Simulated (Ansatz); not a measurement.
**A ladder of methods for GeF2 (SMILES [F][Ge][F])**

GeF2 has 3 atoms, charge 0, and is taken as a singlet. As SMILES, `[F][Ge][F]`. Geometry: a GFN2-xTB relaxation, a rough one for these elements and not checked as a minimum.

```xyz
3

Ge    0.0045   -0.0079   -0.8123
F     1.3208   -0.0187    0.4151
F    -1.3253    0.0267    0.3972
```

Each level gives the energy change with the Ge1–F3 bond stretched from 1.798 to 3.596 Å (eV). The values are calculated.

```
                        level                    kind  program  value (eV)  less FCI/STO-3G  CPU time (all runs)
       HF/STO-3G (restricted)            Hartree–Fock   Ansatz        9.16            +5.15               0.51 s
     BLYP/STO-3G (restricted)                     GGA   Ansatz        6.27            +2.26                 16 s
      PBE/STO-3G (restricted)                     GGA   Ansatz        6.31            +2.30                 16 s
    B3LYP/STO-3G (restricted)           global hybrid   Ansatz        7.08            +3.07                5.6 s
CAM-B3LYP/STO-3G (restricted)  range-separated hybrid   Ansatz        7.81            +3.80                3.9 s
   B2PLYP/STO-3G (restricted)           double hybrid   Ansatz        5.75            +1.74                4.4 s
      MP2/STO-3G (restricted)     perturbation theory   Ansatz        4.96            +0.95                1.4 s
  CCSD(T)/STO-3G (restricted)   coupled cluster or CI   Ansatz        3.90            -0.11                1.2 s
                   FCI/STO-3G      exact in the basis   Ansatz        4.01             0.00                7.1 s
```

FCI/STO-3G is exact within its basis and frozen core, so for wave-function methods in that basis the difference is their error; functionals converge differently with the basis, so for them it is only a difference. A spin-restricted reference rises too steeply as a bond breaks; here HF/STO-3G, BLYP/STO-3G, PBE/STO-3G, B3LYP/STO-3G, CAM-B3LYP/STO-3G, B2PLYP/STO-3G, MP2/STO-3G lie well above the multireference or unrestricted value. All-electron rows without a relativistic Hamiltonian named are non-relativistic. The first shape isn't each level's own minimum. The values span 3.90 to 9.16 eV. All rows use very small basis sets, so none should be taken for the real molecule's value. In the correlated wave-function rows the outer d shell of Ge is correlated, in sets not made for it. In so small a basis fixed costs decide the times, and correlated methods can beat functionals. Times are those of the runs behind each value, whatever else they computed, on shared processors of several kinds: orders of magnitude only.

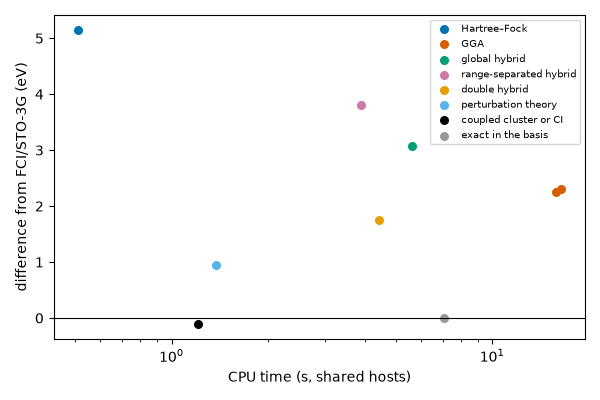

Difference from FCI/STO-3G against processor time, one point a level.
